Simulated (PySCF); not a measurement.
**C₃H₇FOS: electronic excitations and core binding energies**

What electronic excitations and core binding energies should C₃H₇FOS (`C[C@@H](F)[S@@](C)=O`) show?

Computed with PySCF 2.14.0, with density-fitted response routines of our own, on a single molecule in the gas phase. Atoms are numbered from 0 throughout.

## (1) The molecule as given

13 atoms, charge 0, multiplicity 1; geometry from: GFN2-xTB.

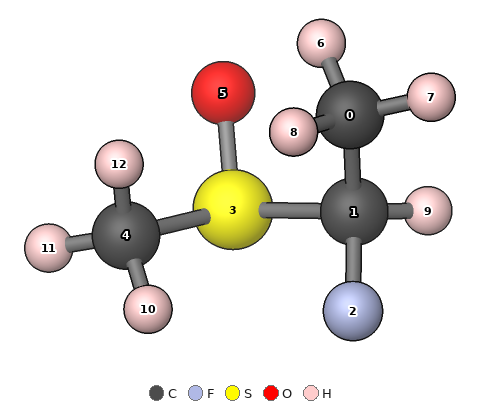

The starting geometry (carbon dark grey, fluorine light blue, sulfur yellow, oxygen red, hydrogen pink), atoms numbered; sticks join atoms by distance.

## (2) Excited states and response: B3LYP/def2-SVPD

What the job is given:

```
{"job": {"kind": "uv", "xc": "B3LYP", "basis": "def2-SVPD", "nstates": 8, "ntriplets": 3}, "charge": 0, "multiplicity": 1}
C     -1.448612     0.423570     0.223614
C     -0.774506    -0.681430    -0.549216
F     -0.509369    -0.325688    -1.847525
S      0.868931    -1.183376     0.259825
C      1.743985     0.403776    -0.075455
O      0.556682    -1.183027     1.688750
H     -1.297896     0.229868     1.285056
H     -2.515691     0.455089     0.016964
H     -1.014670     1.386165    -0.036933
H     -1.373243    -1.597290    -0.581478
H      1.676358     0.617171    -1.135859
H      2.781003     0.263319     0.211666
H      1.302642     1.192341     0.522863
```

Level: TDDFT B3LYP/def2-SVPD, vertical, gas phase, core orbitals frozen in the response.

The program printed:

```text
coarse grid: 11400 points
cycle   1  E = -691.1496805534  dE =  8.061e-01  |g| = 9.848e-01  |ddm| = 4.788e+00
cycle   2  E = -689.9312003604  dE =  1.218e+00  |g| = 2.556e+00  |ddm| = 3.663e+00
cycle   3  E = -691.3195857449  dE = -1.388e+00  |g| = 3.293e-01  |ddm| = 3.057e+00
cycle   4  E = -691.3387578979  dE = -1.917e-02  |g| = 1.696e-01  |ddm| = 5.179e-01
cycle   5  E = -691.3441443639  dE = -5.386e-03  |g| = 3.350e-02  |ddm| = 1.836e-01
cycle   6  E = -691.3443753953  dE = -2.310e-04  |g| = 1.033e-02  |ddm| = 4.609e-02
cycle   7  E = -691.3443977047  dE = -2.231e-05  |g| = 2.338e-03  |ddm| = 1.535e-02
cycle   8  E = -691.3443991682  dE = -1.463e-06  |g| = 5.619e-04  |ddm| = 5.001e-03
final grid: 105792 points
cycle   9  E = -691.4335959089  dE = -4.113e-05  |g| = 6.311e-03  |ddm| = 7.863e-02
cycle  10  E = -691.4335845362  dE =  1.137e-05  |g| = 9.914e-03  |ddm| = 1.585e-02
cycle  11  E = -691.4336038869  dE = -1.935e-05  |g| = 1.564e-03  |ddm| = 9.661e-03
cycle  12  E = -691.4336043614  dE = -4.745e-07  |g| = 3.784e-04  |ddm| = 1.816e-03
cycle  13  E = -691.4336043855  dE = -2.411e-08  |g| = 1.326e-04  |ddm| = 4.854e-04
cycle  14  E = -691.4336043887  dE = -3.227e-09  |g| = 3.200e-05  |ddm| = 1.576e-04
cycle  15  E = -691.4336043889  dE = -2.533e-10  |g| = 8.224e-06  |ddm| = 6.209e-05
converged SCF energy = -691.4336043889

Static polarisability (au): isotropic 64.476, principal 58.033 64.730 70.664

Singlet excitations
state   eV       nm        f      main configurations
  1   5.5658    222.8   0.01521   H->L 0.94
  2   5.8850    210.7   0.04666   H->L+1 0.89
  3   6.2985    196.8   0.01647   H->L+2 0.94
  4   6.4290    192.9   0.00212   H-1->L 0.89
  5   6.7180    184.6   0.05269   H->L+3 0.85, H-1->L+1 0.09
  6   6.9740    177.8   0.00307   H->L+4 0.59, H-1->L+1 0.23
  7   7.0806    175.1   0.03186   H-1->L+1 0.49, H->L+4 0.26, H->L+5 0.10
  8   7.2886    170.1   0.01820   H-1->L+2 0.62, H->L+5 0.28

Triplet excitations (Tamm-Dancoff, eV): 4.8490 5.2134 6.0119
```

It took 25 s on 1 thread, shared host.

Frontier orbitals and where they lie:

```
orbital      eV                      atoms
 HOMO−3  -10.36  O5 28 %, S3 24 %, C0 14 %
 HOMO−2   -9.97  F2 27 %, C1 20 %, C0 15 %
 HOMO−1   -7.78  O5 57 %, S3 12 %, C4 11 %
   HOMO   -6.78   O5 49 %, S3 30 %, C1 7 %
   LUMO   -0.07  S3 48 %, C1 14 %, O5 10 %
 LUMO+1    0.09  S3 41 %, C4 14 %, H12 8 %
 LUMO+2    0.40  S3 34 %, H9 13 %, C1 12 %
```

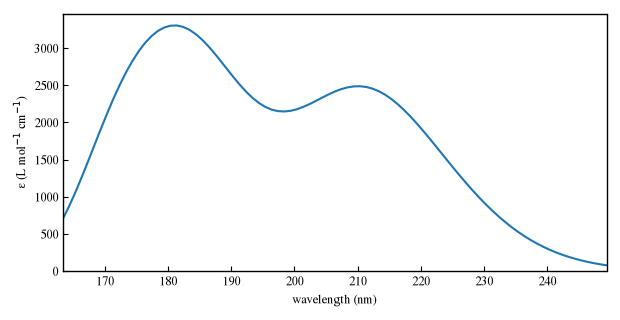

Absorption spectrum: each of the 8 states is a Gaussian band of 0.4 eV half-width at 1/e. Beyond the last state computed it falls off for lack of states.

Further results of this job:

```
           property  computed
  dipole moment (D)      2.23
polarisability (Å³)      9.55
 HOMO–LUMO gap (eV)      6.71
      −ε(HOMO) (eV)      6.78
```

## (3) Core holes by ΔSCF: SCAN, X2C

Settings changed since step 2:

```diff
@@ -1,2 +1,2 @@
-{"job": {"kind": "uv", "xc": "B3LYP", "basis": "def2-SVPD", "nstates": 8, "ntriplets": 3}, "charge": 0, "multiplicity": 1}
+{"job": {"kind": "xps"}, "charge": 0, "multiplicity": 1}
 C     -1.448612     0.423570     0.223614
```

Level: delta-SCF UKS SCAN, pcX-2 on the ionised atom, pcseg-1 elsewhere, spin-free X2C.

The program printed:

```text
ground state, core basis on atom 0 (C), 154 functions
  cycle   1  E = -692.55481538  |g| = 9.47e-01
  cycle   2  E = -690.99872448  |g| = 2.77e+00
  cycle   3  E = -692.68580288  |g| = 4.52e-01
  cycle   4  E = -692.72808647  |g| = 1.88e-01
  cycle   5  E = -692.73501712  |g| = 5.31e-02
  cycle   6  E = -692.73560257  |g| = 1.58e-02
  cycle   7  E = -692.73565051  |g| = 4.48e-03
  cycle   8  E = -692.73565447  |g| = 1.30e-03
  cycle   9  E = -692.73565697  |g| = 3.55e-04
  E(ground) = -692.75978571 Eh
hole in C 1s of atom 0
  cycle   1  E = -681.48137872  |g| = 1.51e+00
  cycle   2  E = -680.63571931  |g| = 1.90e+00
  cycle   3  E = -681.92381513  |g| = 5.00e-01
  cycle   4  E = -681.92992343  |g| = 5.02e-01
  cycle   5  E = -682.02934492  |g| = 1.35e-01
  cycle   6  E = -682.03576241  |g| = 5.69e-02
  cycle   7  E = -682.03689761  |g| = 1.31e-02
  cycle   8  E = -682.03696248  |g| = 5.84e-03
  cycle   9  E = -682.03698065  |g| = 2.14e-03
  cycle  10  E = -682.03698295  |g| = 8.07e-04
  cycle  11  E = -682.03698291  |g| = 3.18e-04
  E(ion) = -682.06061738 Eh   <S^2> = 0.7664   hole on atom = 1.000   binding energy = 291.139 eV
ground state, core basis on atom 1 (C), 154 functions
  cycle   1  E = -692.74149870  |g| = 6.05e-02
  cycle   2  E = -692.74142705  |g| = 3.03e-02
  cycle   3  E = -692.74148335  |g| = 2.74e-02
  cycle   4  E = -692.74162521  |g| = 6.51e-03
  cycle   5  E = -692.74163132  |g| = 1.52e-03
  cycle   6  E = -692.74163334  |g| = 6.02e-04
  cycle   7  E = -692.74163430  |g| = 7.05e-05
  E(ground) = -692.76509380 Eh
hole in C 1s of atom 1
  cycle   1  E = -681.38581521  |g| = 1.51e+00
  cycle   2  E = -676.95438623  |g| = 3.15e+00
  cycle   3  E = -681.18879974  |g| = 1.34e+00
  cycle   4  E = -681.90096080  |g| = 4.14e-01
  cycle   5  E = -681.94253761  |g| = 2.40e-01
  cycle   6  E = -681.96384949  |g| = 6.34e-02
  cycle   7  E = -681.96510211  |g| = 2.94e-02
  cycle   8  E = -681.96545201  |g| = 9.54e-03
  cycle   9  E = -681.96551139  |g| = 3.93e-03
  cycle  10  E = -681.96552254  |g| = 2.26e-03
  cycle  11  E = -681.96552844  |g| = 1.05e-03
  cycle  12  E = -681.96552791  |g| = 4.95e-04
  E(ion) = -681.98932009 Eh   <S^2> = 0.7858   hole on atom = 1.000   binding energy = 293.224 eV
ground state, core basis on atom 2 (F), 154 functions
  cycle   1  E = -692.78081101  |g| = 1.18e-01
  cycle   2  E = -692.78029171  |g| = 6.98e-02
  cycle   3  E = -692.78020555  |g| = 7.26e-02
  cycle   4  E = -692.78097855  |g| = 1.61e-02
  cycle   5  E = -692.78103217  |g| = 1.41e-03
  cycle   6  E = -692.78103341  |g| = 3.53e-04
  E(ground) = -692.80674142 Eh
hole in F 1s of atom 2
  cycle   1  E = -666.41533549  |g| = 2.58e+00
  cycle   2  E = -664.32764387  |g| = 2.79e+00
  cycle   3  E = -665.97772868  |g| = 1.60e+00
  cycle   4  E = -667.25928834  |g| = 3.86e-01
  cycle   5  E = -667.26826425  |g| = 3.17e-01
  cycle   6  E = -667.30963572  |g| = 7.75e-02
  cycle   7  E = -667.31240068  |g| = 1.16e-02
  cycle   8  E = -667.31246981  |g| = 4.17e-03
  cycle   9  E = -667.31247784  |g| = 1.02e-03
  cycle  10  E = -667.31247978  |g| = 4.47e-04
  E(ion) = -667.34413458 Eh   <S^2> = 0.7576   hole on atom = 1.000   binding energy = 692.873 eV
ground state, core basis on atom 3 (S), 165 functions
  cycle   1  E = -692.90813678  |g| = 4.12e-01
  cycle   2  E = -692.90705926  |g| = 1.14e-01
  cycle   3  E = -692.90457085  |g| = 1.65e-01
  cycle   4  E = -692.90901692  |g| = 1.13e-02
  cycle   5  E = -692.90903448  |g| = 3.73e-03
  cycle   6  E = -692.90903949  |g| = 1.00e-03
  cycle   7  E = -692.90903842  |g| = 4.40e-04
  E(ground) = -692.91699815 Eh
hole in S 1s of atom 3
  cycle   1  E = -600.57489894  |g| = 5.08e+00
  cycle   2  E = -599.91648780  |g| = 2.73e+00
  cycle   3  E = -600.32015542  |g| = 1.72e+00
  cycle   4  E = -601.62066743  |g| = 6.35e-01
  cycle   5  E = -601.64020639  |g| = 5.28e-01
  cycle   6  E = -601.77303874  |g| = 1.06e-01
  cycle   7  E = -601.77673350  |g| = 4.92e-02
  cycle   8  E = -601.77744327  |g| = 1.87e-02
  cycle   9  E = -601.77757203  |g| = 5.49e-03
  cycle  10  E = -601.77758611  |g| = 1.43e-03
  cycle  11  E = -601.77758730  |g| = 4.39e-04
  E(ion) = -601.77816128 Eh   <S^2> = 0.7519   hole on atom = 1.000   binding energy = 2480.014 eV
hole in S 2p of atom 3
  cycle   1  E = -686.14358651  |g| = 1.54e+00
  cycle   2  E = -685.40921462  |g| = 1.85e+00
  cycle   3  E = -686.37815894  |g| = 6.84e-01
  cycle   4  E = -686.52283495  |g| = 3.58e-01
  cycle   5  E = -686.56028095  |g| = 1.84e-01
  cycle   6  E = -686.57647836  |g| = 5.45e-02
  cycle   7  E = -686.57744833  |g| = 1.80e-02
  cycle   8  E = -686.57754919  |g| = 7.83e-03
  cycle   9  E = -686.57757797  |g| = 1.30e-03
  cycle  10  E = -686.57757870  |g| = 9.05e-04
  cycle  11  E = -686.57757720  |g| = 4.11e-04
  E(ion) = -686.59258712 Eh   <S^2> = 0.7536   hole on atom = 1.001   binding energy = 172.096 eV
  2p3/2 = 171.857 eV   2p1/2 = 173.104 eV
ground state, core basis on atom 4 (C), 154 functions
  cycle   1  E = -692.73574948  |g| = 7.40e-02
  cycle   2  E = -692.73499107  |g| = 7.44e-02
  cycle   3  E = -692.73609380  |g| = 3.06e-02
  cycle   4  E = -692.73621119  |g| = 1.89e-02
  cycle   5  E = -692.73629457  |g| = 1.53e-03
  cycle   6  E = -692.73629443  |g| = 3.97e-04
  E(ground) = -692.76042078 Eh
hole in C 1s of atom 4
  cycle   1  E = -681.46356594  |g| = 1.51e+00
  cycle   2  E = -680.40745115  |g| = 2.04e+00
  cycle   3  E = -681.81506609  |g| = 7.23e-01
  cycle   4  E = -681.88247100  |g| = 6.18e-01
  cycle   5  E = -682.03296984  |g| = 1.11e-01
  cycle   6  E = -682.03775714  |g| = 5.20e-02
  cycle   7  E = -682.03913934  |g| = 1.38e-02
  cycle   8  E = -682.03924288  |g| = 4.95e-03
  cycle   9  E = -682.03925872  |g| = 2.41e-03
  cycle  10  E = -682.03926331  |g| = 1.52e-03
  cycle  11  E = -682.03926363  |g| = 6.48e-04
  cycle  12  E = -682.03926495  |g| = 2.20e-04
  E(ion) = -682.06243181 Eh   <S^2> = 0.7763   hole on atom = 1.000   binding energy = 291.107 eV
ground state, core basis on atom 5 (O), 154 functions
  cycle   1  E = -692.76965451  |g| = 9.99e-02
  cycle   2  E = -692.76799087  |g| = 1.04e-01
  cycle   3  E = -692.76882193  |g| = 7.93e-02
  cycle   4  E = -692.76998913  |g| = 9.60e-03
  cycle   5  E = -692.77001550  |g| = 1.76e-03
  cycle   6  E = -692.77001213  |g| = 3.94e-04
  E(ground) = -692.79012700 Eh
hole in O 1s of atom 5
  cycle   1  E = -672.20211731  |g| = 2.23e+00
  cycle   2  E = -671.54000969  |g| = 2.32e+00
  cycle   3  E = -672.92965886  |g| = 5.44e-01
  cycle   4  E = -672.98523978  |g| = 3.61e-01
  cycle   5  E = -673.04025968  |g| = 8.88e-02
  cycle   6  E = -673.04251004  |g| = 3.42e-02
  cycle   7  E = -673.04299474  |g| = 9.27e-03
  cycle   8  E = -673.04303191  |g| = 3.18e-03
  cycle   9  E = -673.04303631  |g| = 1.04e-03
  cycle  10  E = -673.04303868  |g| = 3.73e-04
  E(ion) = -673.06491963 Eh   <S^2> = 0.7636   hole on atom = 1.000   binding energy = 536.750 eV
```

It took 64 s on 1 thread, shared host.

Binding energies by hole, beside the orbital energy of the ground state; the difference holds orbital relaxation and, for a density functional, its self-interaction error:

```
     hole  stands for                environment  ΔSCF (eV; 2p as the shell's mean)  −ε (eV)   ⟨S²⟩
C1s on C0          C0              methyl carbon                             291.14    273.9  0.766
C1s on C1          C1   sp3 CH bonded to F and S                             293.22    276.6  0.786
F1s on F2          F2  fluorine on an sp3 carbon                             692.87    667.0  0.758
S1s on S3          S3           sulfoxide sulfur                            2480.01   2417.6  0.752
S2p on S3          S3           sulfoxide sulfur                             172.27    160.4  0.754
C1s on C4          C4  methyl carbon bonded to S                             291.11    274.4  0.776
O1s on O5          O5                 S=O oxygen                             536.75    515.6  0.764
```

With the spin-orbit splitting: S3 2p3/2 171.86, 2p1/2 173.10 eV. The table gives each 2p level as the mean over the whole 2p shell (two parts 2p3/2, one part 2p1/2), which differs a little from the single hole in the log.

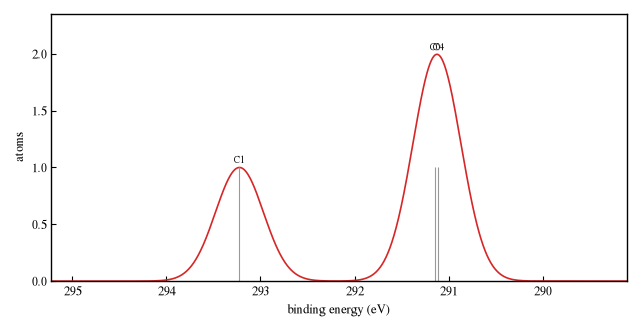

The C1s photoelectron lines, weighted by the number of atoms. Lines are broadened to a width of 0.60 eV (Gaussian).

## (4) Summary of results

```
                                quantity                               value
        lowest singlet (B3LYP/def2-SVPD)         5.57 eV (223 nm), f = 0.015
brightest single state of those computed         state 5, 6.72 eV, f = 0.053
                          lowest triplet                             4.85 eV
        C1s binding energies, SCAN/pcX-2  C1 293.22, C0 291.14, C4 291.11 eV
        F1s binding energies, SCAN/pcX-2                        F2 692.87 eV
        S1s binding energies, SCAN/pcX-2                       S3 2480.01 eV
        S2p binding energies, SCAN/pcX-2                        S3 172.27 eV
        O1s binding energies, SCAN/pcX-2                        O5 536.75 eV
```

The first singlet state (HOMO→LUMO 0.94) lies at 5.57 eV and is weak; of the 8 states computed, the strongest absorption comes from state 5 at 6.72 eV. The lowest triplet lies 0.72 eV below the lowest singlet (triplets in Tamm-Dancoff, singlets in full TDDFT). C1 (sp3 CH bonded to F and S) binds its C1s electron 2.12 eV more tightly than C4 (methyl carbon bonded to S).
